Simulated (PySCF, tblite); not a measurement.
**C₇H₁₅BSi: geometry, infrared bands and NMR shifts**

Aim: predict the infrared bands and NMR shifts of C₇H₁₅BSi (`C#CCC(C)(C)CB[SiH3]`).

Computed with tblite 0.8.0 and PySCF 2.14.0, with density-fitted response routines of our own, on a single molecule in the gas phase. Atoms are numbered from 0 throughout.

**1. Starting geometry**

24 atoms, charge 0, multiplicity 1; geometry from: force field or distance geometry start.

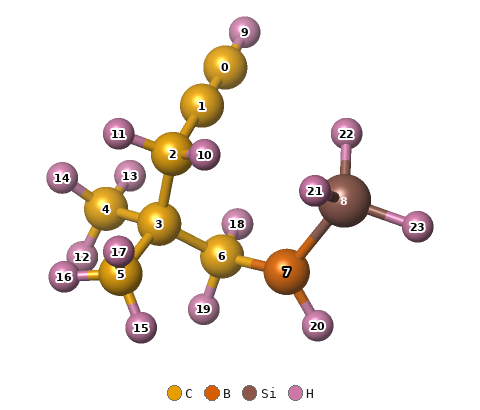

The starting geometry (carbon amber, boron orange, silicon brown, hydrogen pink), atoms numbered.

**2. Relaxing the molecule with GFN2-xTB**

The job: settings as JSON, then the geometry in Å.

```
{"job": {"kind": "relax", "xc": "GFN2-xTB", "basis": "xTB"}, "charge": 0, "multiplicity": 1}
C     -1.225800     2.557700    -1.058800
C     -0.979400     1.704400    -0.264100
C     -0.667900     0.626000     0.732200
C     -0.554900    -0.658300    -0.038200
C     -1.909200    -0.860400    -0.700800
C     -0.415700    -1.849300     0.910600
C      0.465400    -0.648900    -1.120500
B      1.946000    -0.354700    -0.673900
Si     2.585900     1.334000     0.019200
H     -1.478800     3.326400    -1.756800
H      0.159500     0.880900     1.370200
H     -1.567400     0.488600     1.412200
H     -2.037000    -1.872800    -1.091900
H     -2.092700    -0.085900    -1.485000
H     -2.682400    -0.728900     0.091100
H      0.349000    -2.572800     0.620700
H     -1.381600    -2.384200     0.957900
H     -0.244300    -1.499000     1.971000
H      0.120000     0.037500    -1.940400
H      0.463700    -1.692900    -1.548100
H      2.787900    -0.984700    -1.240000
H      2.533700     1.229000     1.494300
H      1.816700     2.489700    -0.445100
H      3.997600     1.538300    -0.375100
```

The run is started by

```
$ OMP_NUM_THREADS=1 python probes_run.py task.json out
```

One launch serves the whole session: the jobs run in the order shown.

Standard output:

```text
step      E/eV     max force
  0    -693.28858    2.297
  1    -693.48631    4.203
  2    -693.55548    3.442
  3    -693.69032    0.706
  4    -693.75595    0.626
  5    -693.83439    0.847
  6    -693.85574    0.366
  7    -693.87532    0.412
  8    -693.89251    0.624
  9    -693.91204    0.580
 10    -693.92411    0.261
 11    -693.93190    0.189
 12    -693.93756    0.271
 13    -693.94238    0.239
 14    -693.94611    0.122
 15    -693.94914    0.122
 16    -693.95229    0.224
 17    -693.95572    0.226
 18    -693.95859    0.111
 19    -693.96063    0.088
 20    -693.96235    0.121
 21    -693.96451    0.160
 22    -693.96748    0.145
 23    -693.97099    0.137
 24    -693.97440    0.127
 25    -693.97747    0.185
 26    -693.98069    0.169
 27    -693.98431    0.133
 28    -693.98792    0.125
 29    -693.99131    0.139
 30    -693.99484    0.166
 31    -693.99914    0.148
 32    -694.00459    0.156
 33    -694.01090    0.160
 34    -694.01697    0.156
 35    -694.02216    0.173
 36    -694.02758    0.179
 37    -694.02904    0.269
 38    -694.03767    0.191
 39    -694.04222    0.155
 40    -694.05269    0.175
 41    -694.05662    0.200
 42    -694.06583    0.197
 43    -694.07103    0.138
 44    -694.07574    0.215
 45    -694.07901    0.223
 46    -694.08241    0.125
 47    -694.08727    0.155
 48    -694.09037    0.123
 49    -694.09505    0.116
 50    -694.09849    0.110
 51    -694.10112    0.109
 52    -694.10304    0.109
 53    -694.10452    0.086
 54    -694.10611    0.075
 55    -694.10770    0.079
 56    -694.10957    0.092
 57    -694.11132    0.088
 58    -694.11300    0.082
 59    -694.11448    0.073
 60    -694.11617    0.099
 61    -694.11795    0.118
 62    -694.11950    0.080
 63    -694.12057    0.063
 64    -694.12137    0.058
 65    -694.12216    0.078
 66    -694.12292    0.072
 67    -694.12345    0.037
 68    -694.12375    0.038
 69    -694.12398    0.034
 70    -694.12425    0.041
 71    -694.12457    0.036
 72    -694.12485    0.029
 73    -694.12503    0.026
 74    -694.12516    0.028
 75    -694.12530    0.028
 76    -694.12545    0.024
 77    -694.12559    0.021
 78    -694.12571    0.021
 79    -694.12580    0.022
 80    -694.12587    0.017
 81    -694.12594    0.016
 82    -694.12601    0.022
 83    -694.12608    0.023
 84    -694.12613    0.014
 85    -694.12619    0.015
 86    -694.12624    0.018
 87    -694.12632    0.028
 88    -694.12640    0.027
 89    -694.12646    0.016
 90    -694.12650    0.015
 91    -694.12656    0.023
 92    -694.12664    0.036
 93    -694.12677    0.041
 94    -694.12691    0.032
 95    -694.12704    0.024
 96    -694.12717    0.032
 97    -694.12735    0.051
 98    -694.12764    0.066
 99    -694.12798    0.060
100    -694.12825    0.031
101    -694.12842    0.027
102    -694.12855    0.027
103    -694.12870    0.032
104    -694.12889    0.031
105    -694.12909    0.034
106    -694.12927    0.039
107    -694.12944    0.101
108    -694.12964    0.037
109    -694.12989    0.032
110    -694.13061    0.053
111    -694.13113    0.055
112    -694.13181    0.101
113    -694.13267    0.091
114    -694.13327    0.073
115    -694.13433    0.069
116    -694.13504    0.069
117    -694.13648    0.128
118    -694.13746    0.081
119    -694.13865    0.071
120    -694.14045    0.155
121    -694.14221    0.109
122    -694.14654    0.105
123    -694.15061    0.091
124    -694.15228    0.081
125    -694.15290    0.146
126    -694.15397    0.077
127    -694.15461    0.056
128    -694.15548    0.039
129    -694.15607    0.044
130    -694.15665    0.047
131    -694.15710    0.053
132    -694.15748    0.049
133    -694.15787    0.037
134    -694.15827    0.049
135    -694.15872    0.068
136    -694.15920    0.070
137    -694.15975    0.057
138    -694.16034    0.044
139    -694.16087    0.035
140    -694.16119    0.040
141    -694.16137    0.022
142    -694.16149    0.025
143    -694.16160    0.018
144    -694.16173    0.022
145    -694.16184    0.022
146    -694.16194    0.023
147    -694.16204    0.021
148    -694.16216    0.022
149    -694.16228    0.022
150    -694.16240    0.021
151    -694.16252    0.020
152    -694.16263    0.020
153    -694.16273    0.022
154    -694.16280    0.015
155    -694.16283    0.010
156    -694.16284    0.006
```

Wall time 2.6 s (1 thread of Arm Neoverse N1, shared host).

Relaxation path: (not every step is listed)

```csv
step,energy from step 0 (eV),largest force (eV/Å)
0,0.0000,2.2969
1,-0.1977,4.2034
2,-0.2669,3.4423
3,-0.4017,0.7061
4,-0.4674,0.6259
5,-0.5458,0.8470
6,-0.5672,0.3659
7,-0.5867,0.4116
8,-0.6039,0.6236
22,-0.6789,0.1448
36,-0.7390,0.1793
50,-0.8099,0.1101
64,-0.8328,0.0580
78,-0.8371,0.0209
92,-0.8381,0.0361
106,-0.8407,0.0387
120,-0.8519,0.1546
134,-0.8697,0.0492
148,-0.8736,0.0220
151,-0.8739,0.0197
152,-0.8741,0.0195
153,-0.8741,0.0222
154,-0.8742,0.0150
155,-0.8742,0.0105
156,-0.8743,0.0064
```

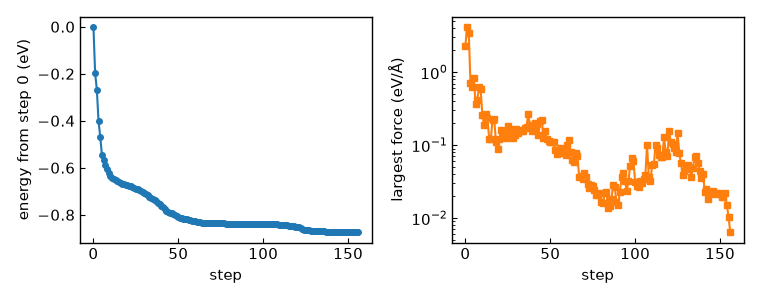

Energy and force, step by step.

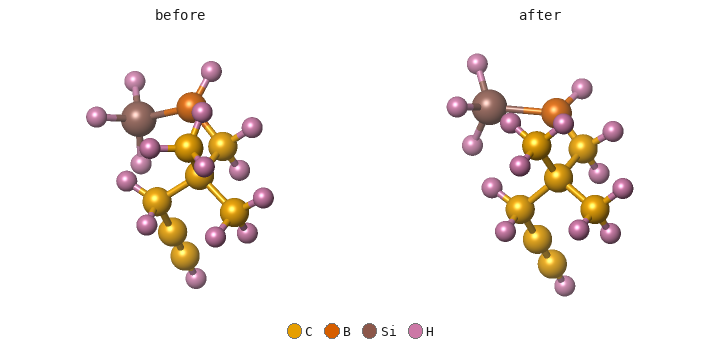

The geometry before (left) and after (right).

Distances of close pairs at the start and the end, largest changes first:

```
  bond  before (Å)  after (Å)  change (Å)
 C1–C2       1.501      1.447      -0.054
 C3–C6       1.487      1.539      +0.052
C5–H17       1.130      1.087      -0.043
C2–H11       1.136      1.094      -0.041
 C2–C3       1.502      1.541      +0.039
C6–H19       1.128      1.096      -0.032
B7–Si8       1.934      1.965      +0.030
C4–H13       1.117      1.088      -0.029
```

The final coordinates are the input of the step that follows.

**3. Infrared spectrum with GFN2-xTB**

The job: settings as JSON, then the geometry in Å.

```
{"job": {"kind": "ir", "xc": "GFN2-xTB", "basis": "xTB"}, "charge": 0, "multiplicity": 1}
C     -1.497239     2.581652    -1.315456
C     -1.197137     1.775772    -0.482787
C     -0.840273     0.787996     0.512454
C     -0.638999    -0.616825    -0.087767
C     -1.979401    -1.102372    -0.652853
C     -0.189065    -1.573982     1.017197
C      0.400651    -0.595897    -1.222453
B      1.886685    -0.125377    -1.019908
Si     2.694406     0.930277     0.426672
H     -1.760432     3.299433    -2.033668
H      0.074225     1.113488     1.013041
H     -1.636644     0.746446     1.262085
H     -1.877035    -2.094490    -1.088613
H     -2.336941    -0.421630    -1.422923
H     -2.732174    -1.153149     0.131867
H     -0.062780    -2.577894     0.616275
H     -0.929837    -1.617974     1.813614
H      0.758130    -1.256498     1.445275
H      0.022422     0.081521    -2.002905
H      0.387481    -1.583440    -1.697769
H      2.580801    -0.389752    -1.935571
H      2.395408     0.516732     1.812033
H      2.300248     2.348978     0.360511
H      4.165767     0.946748     0.392670
```

Standard output:

```text
mode    cm-1     km/mol
  1      36.6      0.19
  2      72.7      0.11
  3     125.8      0.06
  4     132.7      0.22
  5     136.9      0.62
  6     148.2      0.55
  7     198.1      0.21
  8     232.2      0.83
  9     241.9      0.02
 10     290.0      0.67
 11     314.2      2.68
 12     333.3      0.56
 13     363.1      1.11
 14     388.8      4.40
 15     400.2     55.94
 16     476.9     48.86
 17     485.2      6.63
 18     548.2     19.69
 19     611.0      0.26
 20     629.2      3.72
 21     639.3     30.52
 22     661.9     17.54
 23     725.0     23.58
 24     782.2      1.87
 25     815.2    243.23
 26     833.3    297.10
 27     870.6    244.64
 28     892.5      6.03
 29     922.7      3.91
 30     961.7      1.82
 31     965.8      0.82
 32    1012.7      1.63
 33    1024.6      0.43
 34    1035.9      2.22
 35    1084.8      4.44
 36    1129.7      8.36
 37    1146.1     44.06
 38    1209.5     17.44
 39    1233.8      5.79
 40    1274.0     19.31
 41    1316.1      8.26
 42    1326.2     14.22
 43    1409.5      5.60
 44    1423.5      3.14
 45    1436.8     15.38
 46    1442.6      4.74
 47    1494.7      0.06
 48    1499.8      1.45
 49    1508.5      1.54
 50    1510.2      2.38
 51    2150.1    401.65
 52    2173.4    349.10
 53    2199.1    324.56
 54    2293.2     19.24
 55    2573.9    146.91
 56    2885.2     17.66
 57    2935.9     35.78
 58    2944.8     30.78
 59    2978.8     26.02
 60    3019.4      4.61
 61    3023.6     17.50
 62    3024.0     75.69
 63    3031.4     72.61
 64    3035.2     25.93
 65    3049.6     28.93
 66    3396.6      2.17
```

It took 2 s on 1 thread of Arm Neoverse N1, shared host.

Which atoms move in the most intense modes:

| cm⁻¹ | km/mol | atoms |
| --- | --- | --- |
| 815 | 243.2 | H21 47 %, H22 46 % |
| 833 | 297.1 | H22 51 %, H23 42 % |
| 871 | 244.6 | H21 51 %, H23 44 % |
| 2150 | 401.6 | H21 93 % |
| 2173 | 349.1 | H22 92 % |
| 2199 | 324.6 | H23 91 % |
| 2574 | 146.9 | H20 92 % |
| 3024 | 75.7 | H15 32 %, H16 28 %, H14 27 % |

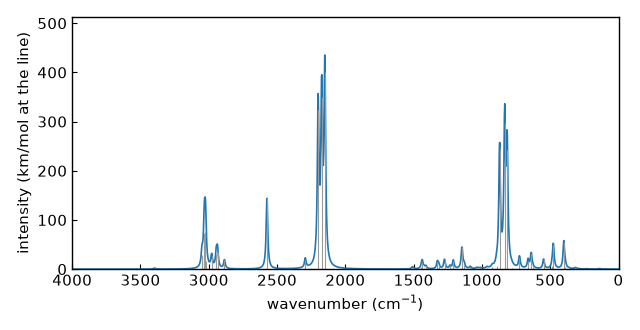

The infrared spectrum from these modes, unscaled. Lines are broadened to a width of 14 cm⁻¹ (Lorentzian).

**4. NMR shieldings: PBE0/pcSseg-1**

Settings changed since step 3:

```diff
@@ -1,2 +1,2 @@
-{"job": {"kind": "ir", "xc": "GFN2-xTB", "basis": "xTB"}, "charge": 0, "multiplicity": 1}
+{"job": {"kind": "nmr", "xc": "PBE0", "basis": "pcSseg-1"}, "charge": 0, "multiplicity": 1}
 C     -1.497239     2.581652    -1.315456
```

With the program's defaults for keys left out, this is: GIAO PBE0/pcSseg-1 NMR shielding, non-relativistic, gas phase.

Standard output:

```text
coarse grid: 19616 points
cycle   1  E = -589.3381385002  dE =  7.664e-01  |g| = 4.958e-01  |ddm| = 4.385e+00
cycle   2  E = -589.3414017477  dE = -3.263e-03  |g| = 4.895e-01  |ddm| = 1.086e+00
cycle   3  E = -589.4042708874  dE = -6.287e-02  |g| = 5.464e-02  |ddm| = 5.349e-01
cycle   4  E = -589.4048418796  dE = -5.710e-04  |g| = 2.910e-02  |ddm| = 9.237e-02
cycle   5  E = -589.4050215898  dE = -1.797e-04  |g| = 1.177e-02  |ddm| = 3.414e-02
cycle   6  E = -589.4050523000  dE = -3.071e-05  |g| = 4.186e-03  |ddm| = 1.104e-02
cycle   7  E = -589.4050564673  dE = -4.167e-06  |g| = 6.179e-04  |ddm| = 3.477e-03
final grid: 182176 points
cycle   8  E = -589.4616416611  dE = -1.108e-04  |g| = 9.342e-03  |ddm| = 7.747e-02
cycle   9  E = -589.4616352369  dE =  6.424e-06  |g| = 1.057e-02  |ddm| = 2.027e-02
cycle  10  E = -589.4616640262  dE = -2.879e-05  |g| = 2.088e-03  |ddm| = 1.155e-02
cycle  11  E = -589.4616650036  dE = -9.773e-07  |g| = 7.173e-04  |ddm| = 2.206e-03
cycle  12  E = -589.4616651186  dE = -1.150e-07  |g| = 2.171e-04  |ddm| = 6.725e-04
cycle  13  E = -589.4616651300  dE = -1.140e-08  |g| = 4.112e-05  |ddm| = 2.195e-04
cycle  14  E = -589.4616651303  dE = -3.740e-10  |g| = 8.795e-06  |ddm| = 3.897e-05
converged SCF energy = -589.4616651303

GIAO shielding tensors (ppm)
atom      isotropic    diamagn.    paramagn.     s11        s22        s33       span
  0 C      109.103     259.209    -150.106     34.633     39.233    253.443    218.810
  1 C       98.426     262.574    -164.148     -1.099      4.180    292.196    293.295
  2 C      154.240     250.195     -95.954    136.744    151.842    174.135     37.392
  3 C      149.630     244.047     -94.417    143.884    151.247    153.760      9.876
  4 C      153.560     247.398     -93.838    129.755    145.459    185.467     55.713
  5 C      155.810     247.715     -91.904    139.257    143.569    184.604     45.347
  6 C      129.372     251.143    -121.771     90.586    142.271    155.259     64.673
  7 B      -11.486     194.353    -205.839   -119.495    -52.301    137.337    256.832
  8 Si     469.277     879.953    -410.676    429.336    483.253    495.241     65.905
  9 H       30.322      35.086      -4.763     24.774     25.027     41.166     16.392
 10 H       28.790      31.916      -3.126     23.669     27.404     35.297     11.628
 11 H       29.464      29.885      -0.421     25.118     28.885     34.389      9.271
 12 H       30.847      31.102      -0.256     27.196     28.354     36.990      9.794
 13 H       29.779      30.939      -1.161     25.339     29.389     34.608      9.269
 14 H       30.910      30.669       0.240     27.178     28.170     37.381     10.202
 15 H       30.851      31.543      -0.692     27.031     28.379     37.144     10.112
 16 H       30.874      31.088      -0.215     27.329     28.206     37.087      9.757
 17 H       30.228      31.925      -1.697     24.609     29.573     36.502     11.893
 18 H       29.332      32.263      -2.932     23.910     30.425     33.660      9.750
 19 H       29.149      32.507      -3.357     24.666     27.930     34.852     10.186
 20 H       21.623      29.749      -8.126     12.296     26.122     26.451     14.155
 21 H       27.767      29.130      -1.363     23.557     28.964     30.780      7.223
 22 H       27.815      28.845      -1.030     23.835     28.108     31.503      7.668
 23 H       28.009      28.683      -0.674     24.438     25.403     34.185      9.746
```

It took 1.7 min on 1 thread of Arm Neoverse N1, shared host; peak memory 1.1 GiB.

Shifts follow as δ = σ(reference) − σ, with reference shieldings (ppm) from runs at the same level and on the same kind of geometry: 1H TMS 31.72, 13C TMS 186.9, 29Si TMS 349.2, 11B BF3·OEt2 100.1. The references are single molecules in the gas phase. Atoms listed in one row are averaged.

```csv
atoms,environment,σ (ppm),δ (ppm),δ scaled to CDCl3
C1,alkyne carbon,98.4,88.5,84.5
C0,terminal alkyne carbon,109.1,77.8,74.0
C6,sp3 CH2 bonded to B,129.4,57.6,54.3
C3,quaternary sp3 carbon,149.6,37.3,34.5
C2,propargylic sp3 CH2,154.2,32.7,30.0
"C4, C5",methyl carbon,154.7,32.2,29.6
H20,"hydrogen on a boron bonded to C, Si",21.62,10.09,–
"H21, H22, H23",hydrogen on a silicon bonded to B,27.86,3.85,–
"H10, H11",hydrogen on a propargylic sp3 CH2,29.13,2.59,2.55
"H18, H19",hydrogen on an sp3 CH2 bonded to B,29.24,2.48,2.44
H9,hydrogen on a terminal alkyne carbon,30.32,1.39,1.42
"H12, H13, H14, H15, H16, H17",hydrogen on a methyl carbon,30.58,1.14,1.18
B7,"boron bonded to C, Si, H",-11.5,111.6,–
Si8,"silicon bonded to B, 3 H",469.3,-120.1,–
```

The scaled column applies a straight-line fit of computed shieldings to shifts measured in CDCl3 (root-mean-square error 0.16 ppm for H, 1.9 ppm for C).

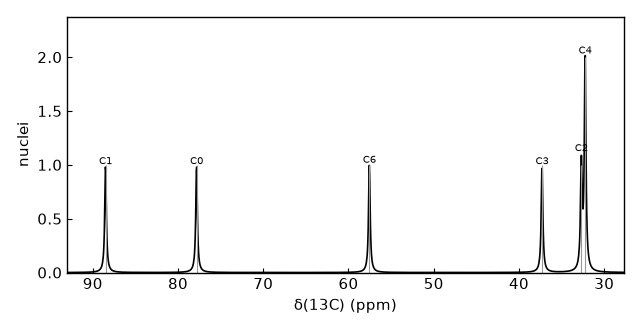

13C lines at the computed shifts, without couplings. Lines are broadened to a width of 0.23 ppm (Lorentzian).

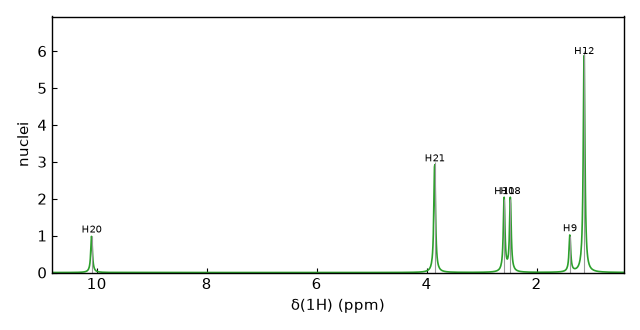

1H lines at the computed shifts, without couplings. Lines are broadened to a width of 0.04 ppm (Lorentzian).

The run also stored atomic charges by several schemes (e):

```csv
atoms,Mulliken,IAO,Hirshfeld,ESP fit
C0,-0.42,-0.26,-0.12,-0.53
C1,0.18,-0.02,-0.03,0.13
C2,-0.02,-0.27,-0.05,-0.38
C3,-0.63,0.07,0.03,0.67
"C4, C5",-0.13,-0.42,-0.12,-0.58
C6,-0.31,-0.39,-0.14,-0.48
B7,0.02,-0.08,0.11,0.37
Si8,0.21,0.40,0.22,0.13
```

Mulliken charges:

C0 -0.42; C1 0.18; C2 -0.02; C3 -0.63; C4 -0.13; C5 -0.12; C6 -0.31; B7 0.02; Si8 0.21; H9 0.04; H10 0.18; H11 0.15; H12 0.11; H13 0.12; H14 0.10; H15 0.11; H16 0.11; H17 0.11; H18 0.16; H19 0.13; H20 0.05; H21 -0.06; H22 -0.04; H23 -0.06

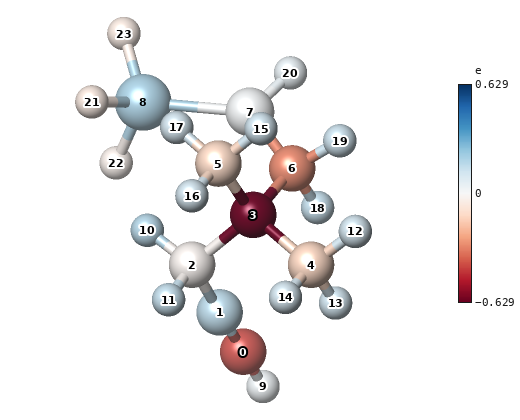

Mulliken charges, as colours on the atoms.

Mayer bond orders: C0–C1 2.52, C1–C2 1.11, C2–C3 0.99, C3–C4 1.02, C3–C5 1.03, C3–C6 0.98, C6–B7 1.05, B7–Si8 0.94.

**5. Summary of results**

| quantity | value |
| --- | --- |
| strongest single infrared mode (GFN2-xTB) | 2150 cm⁻¹, 402 km/mol |
| zero-point energy (GFN2-xTB) | 120.8 kcal/mol |
| 13C shifts against TMS (PBE0/pcSseg-1, means over atoms taken as alike) | 88.5, 77.8, 57.6, 37.3, 32.7, 32.2 ppm |
| 1H shifts against TMS (PBE0/pcSseg-1, means over atoms taken as alike) | 10.09, 3.85, 2.59, 2.48, 1.39, 1.14 ppm |
| 11B shifts against BF3·OEt2 (PBE0/pcSseg-1) | 111.6 ppm |
| 29Si shifts against TMS (PBE0/pcSseg-1) | -120.1 ppm |

**Reading.** Relaxing lowered the energy by 0.874 eV in 156 steps; the close pair that moved most is C1–C2, from 1.501 to 1.447 Å. No mode is imaginary among the 66: a minimum at this level. The strongest single mode, at 2150 cm⁻¹, moves mainly H21. GFN2-xTB is a fitted tight-binding method: band positions and strengths are rough. Its intensities can rank the bands wrongly. At PBE0/pcSseg-1: The widest tensor belongs to C1: span 293 ppm, with a paramagnetic part of -164 ppm.
